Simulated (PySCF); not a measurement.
# SiH2SF (SMILES F[SiH2][S]) at 6 levels

Aim: a comparison of 6 runs (U-r2SCAN/STO-3G, U-wB97X-V/STO-3G, UB2PLYP/STO-3G, UPBE/STO-3G, NEVPT2(3,3)/STO-3G, UCCSD(T)/STO-3G) of SiH2SF. Input form: a Python script.

The results are computed with PySCF 2.14.0.

4 further runs of the same task are left out: 4 set aside as unsound or not needed.

**1. The structure to begin with**

SiH2SF has 5 atoms, charge 0, and is taken as a doublet. As SMILES, `F[SiH2][S]`. The shape is that of a PBE0-D4/def2-TZVP optimisation.

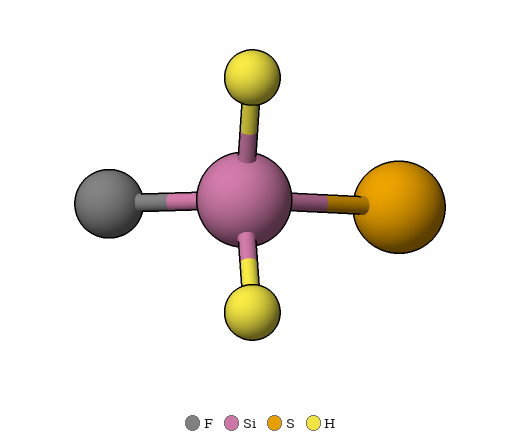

The structure, seen from a chosen angle (fluorine grey, silicon pink, sulfur amber, hydrogen yellow).

**2. A single-point energy at U-r2SCAN/STO-3G (run 1)**

File input.py:

```python
from pyscf import gto, dft

mol = gto.M(
    atom='''
F     -0.324300    -0.023300     1.585400
Si     0.086000    -0.081000     0.044500
S     -1.148000     1.061300    -1.211000
H     -0.023500    -1.493100    -0.391000
H      1.459700     0.462600    -0.069300
''',
    spin=1,
    basis='sto-3g',
    verbose=4,
    max_memory=1860,
)

mf = dft.UKS(mol)
mf.xc = 'r2scan'
mf.grids.level = 5
mf.conv_tol = 1e-10
mf.kernel()
if not mf.converged:
    mf = mf.newton().run(mf.mo_coeff, mf.mo_occ)

etot = mf.e_tot
print('Final energy', etot)
```

The run is started by

```sh
OMP_NUM_THREADS=1 python input.py
```

The log of the run:

```text
PySCF version 2.14.0

[... 57 lines left out ...]
WARN: HOMO -0.263042045337478 >= LUMO -0.263042045337476
[... 42 lines left out ...]
converged SCF energy = -779.424826042748  <S^2> = 0.75184331  2S+1 = 2.0018425
Final energy -779.4248260427477
```

It took 10 s on 1 thread of Arm Neoverse V1, shared host; peak memory 0.24 GiB.

**3. The energy at U-wB97X-V/STO-3G (run 2)**

File run.py:

```python
# F[SiH2][S]
from pyscf import gto, dft

system = gto.Mole()
system.atom = '''
F       -0.324300      -0.023300       1.585400
Si       0.086000      -0.081000       0.044500
S       -1.148000       1.061300      -1.211000
H       -0.023500      -1.493100      -0.391000
H        1.459700       0.462600      -0.069300
'''
system.max_memory = 1860
system.verbose = 3
system.spin = 1
system.basis = 'sto-3g'
system.build()

calc0 = dft.UKS(system)
calc0.xc = 'wb97x-v'
calc0.conv_tol = 1e-10
calc0.grids.level = 5
calc0.nlcgrids.level = 1
calc0.kernel()
if not calc0.converged:
    calc0 = calc0.newton().run(calc0.mo_coeff, calc0.mo_occ)

e_tot = calc0.e_tot
print('E(%s) = %.9f' % ('WB97X-V', e_tot))
```

The run is started by

```sh
OMP_NUM_THREADS=1 python run.py
```

The log of the run:

```text
WARN: HOMO -0.285529594369537 >= LUMO -0.285529594369538

converged SCF energy = -779.368556418176  <S^2> = 0.75105316  2S+1 = 2.0010529
E(WB97X-V) = -779.368556418
```

Wall time 29 s (1 thread of Arm Neoverse V1, shared host); peak memory 0.23 GiB.

Runs 3 to 4 aren't shown in full; the table further down has their settings and results.

**4. The energy at NEVPT2(3,3)/STO-3G (run 5)**

File mol.xyz:

```xyz
5

F     -0.324300    -0.023300     1.585400
Si     0.086000    -0.081000     0.044500
S     -1.148000     1.061300    -1.211000
H     -0.023500    -1.493100    -0.391000
H      1.459700     0.462600    -0.069300
```

File calc.py:

```python
import numpy
from pyscf import gto, scf, mp, mcscf, mrpt

molecule = gto.M(
    atom='mol.xyz',
    spin=1,
    max_memory=1860,
    basis='sto-3g',
    verbose=3,
)

mf = scf.ROHF(molecule)
mf.conv_tol = 1e-10
mf.kernel()
if not mf.converged:
    mf = mf.newton().run(mf.mo_coeff, mf.mo_occ)

pt = mp.MP2(scf.addons.convert_to_uhf(mf)).run()
noons, natorbs = mcscf.addons.make_natural_orbitals(pt)
print('natural occupations', numpy.round(noons[:40], 4))
cas = mcscf.CASSCF(mf, 3, 3)
cas.fix_spin_(ss=0.75)
cas.natorb = True
cas.kernel(natorbs)
e_pt2 = mrpt.NEVPT(cas).kernel()
e_final = cas.e_tot + e_pt2
print(f'total energy: {e_final:.8f} hartree')
```

The run is started by

```sh
OMP_NUM_THREADS=1 python calc.py
```

The log of the run:

```text
converged SCF energy = -777.989343116207
E(UMP2) = -778.052472393187  E_corr = -0.0631292769802849
E(SCS-UMP2) = -778.058639685078  E_corr = -0.0692965688711333
natural occupations [2.     2.     2.     2.     2.     2.     2.     1.9999 1.9998 1.9998
 1.9998 1.9996 1.9989 1.9979 1.9972 1.9965 1.992  1.9871 1.9864 1.9843
 1.0001 0.0201 0.0144 0.0133 0.0127]
CASSCF energy = -778.005517815002
CASCI E = -778.005517815002  E(CI) = -2.59780408167785  S^2 = 0.7500000
Sr    (-1)',   E = -0.00000974482361
Si    (+1)',   E = -0.00006178891495
Sijrs (0)  ,   E = -0.03187390035572
Sijr  (+1) ,   E = -0.00607013673832
Srsi  (-1) ,   E = -0.00208959927801
Srs   (-2) ,   E = -0.00006921610559
Sij   (+2) ,   E = -0.00132048417891
Sir   (0)' ,   E = -0.00934463124032
Nevpt2 Energy = -0.050839501635430
total energy: -778.05635732 hartree
```

Wall time 1.6 s (1 thread of Arm Neoverse V1, shared host); peak memory 0.12 GiB.

**5. The energy at UCCSD(T)/STO-3G (run 6)**

File calc.py:

```python
from pyscf import gto, scf, cc

molecule = gto.M(
    atom=[
    ('F', (-0.324300, -0.023300, 1.585400)),
    ('Si', (0.086000, -0.081000, 0.044500)),
    ('S', (-1.148000, 1.061300, -1.211000)),
    ('H', (-0.023500, -1.493100, -0.391000)),
    ('H', (1.459700, 0.462600, -0.069300)),
],
    verbose=3,
    basis='sto-3g',
    charge=0,
    spin=1,
    max_memory=1860,
)

mf = scf.UHF(molecule)
mf.conv_tol = 1e-10
mf.kernel()
if not mf.converged:
    mf = mf.newton().run(mf.mo_coeff, mf.mo_occ)

mycc = cc.CCSD(mf, frozen=11)
mycc.kernel()
e_t = mycc.ccsd_t()
etot = mycc.e_tot + e_t
print(f'total energy: {etot:.8f} hartree')
```

The run is started by

```sh
OMP_NUM_THREADS=1 python calc.py
```

The log of the run:

```text
converged SCF energy = -777.990052101613  <S^2> = 0.75334165  2S+1 = 2.0033389
E(UCCSD) = -778.0705898218358  E_corr = -0.08053772022314613
UCCSD(T) correction = -0.00228919301652005
total energy: -778.07287901 hartree
```

It took 0.86 s on 1 thread of Arm Neoverse V1, shared host; peak memory 0.1 GiB.

**6. All runs side by side**

```
run               level  nlc grid  frozen core orbitals  energy (Eh)  dipole moment (D) of the reference  HOMO energy (eV)  LUMO energy (eV)  wall time
  1     U-r2SCAN/STO-3G         –                     –  -779.424826                                0.65             -2.03             -1.00       10 s
  2    U-wB97X-V/STO-3G         1                     –  -779.368556                                0.73             -5.75              2.37       29 s
  3      UB2PLYP/STO-3G         –                    11  -779.074107                                0.76             -4.51              1.99      7.8 s
  4         UPBE/STO-3G         –                     –  -779.034460                                0.59             -1.72             -1.42      6.3 s
  5  NEVPT2(3,3)/STO-3G         –                     –  -778.056357                                0.93                 –                 –      1.6 s
  6     UCCSD(T)/STO-3G         –                    11  -778.072879                                0.94             -6.63              5.63     0.86 s
```

**7. Summary of results**

```
                                                         quantity          value
                                              run 6: total energy  -778.07288 Eh
                      run 6: dipole moment (Hartree–Fock density)         0.94 D
run 6: HOMO energy (Hartree–Fock orbitals) (highest over α and β)       -6.63 eV
 run 6: LUMO energy (Hartree–Fock orbitals) (lowest over α and β)        5.63 eV
              run 6: correlation energy (11 core orbitals frozen)      -82.8 mEh
                                            run 6: (T) correction      -2.29 mEh
                         run 6: ⟨S²⟩ of the reference determinant          0.753
                                             run 6: T1 diagnostic          0.009
```

In words: Over runs 1, 2, 3, 4 the dipole moment (its size) runs from 0.59 D (UPBE/STO-3G) to 0.76 D (UB2PLYP/STO-3G). A double hybrid's value is that of its SCF part. Totals of different functionals can't be ranked against each other. In runs 1, 2, 3, 4, 5, 6 the basis is minimal, so the values are rough. All runs together took 56 s, the longest 29 s.
